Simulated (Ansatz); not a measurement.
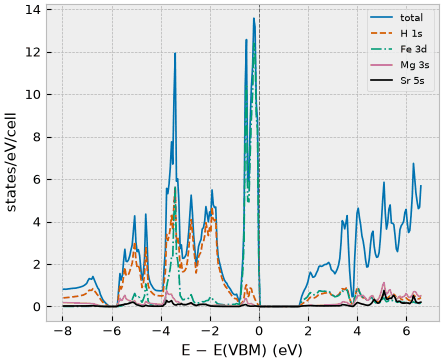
Figure. Total and projected density of states of SrMg$_{2}$FeH$_{8}$ in space group P-3m1 (No. 164; Pearson symbol hP12), the program Ansatz at the PBEsol level (PAW)

Q: Which orbitals carry the states next to the gap?

A: Top 1 eV of the valence band: Fe 3d 86 %, H 1s 7 %. Bottom 1 eV of the conduction band: Fe 3d 40 %, H 1s 29 %, outside the projected shells 25 %. Projections are on Löwdin-orthogonalised atomic valence shells; empty p or d shells of many metals are not among them.

The workflow started from a Materials Project entry (that database holds measured and hypothetical structures alike); the Crystallography Open Database copy checked does not list it. Whether it is the stable phase at ambient conditions was not checked. Symmetry was held in the PBEsol relaxation; its stability against distortions is not shown here. No spin polarisation was allowed. Scalar-relativistic: spin–orbit coupling is off unless named, which matters more the heavier the elements.

Potentials: the later of the program's two PAW sets.
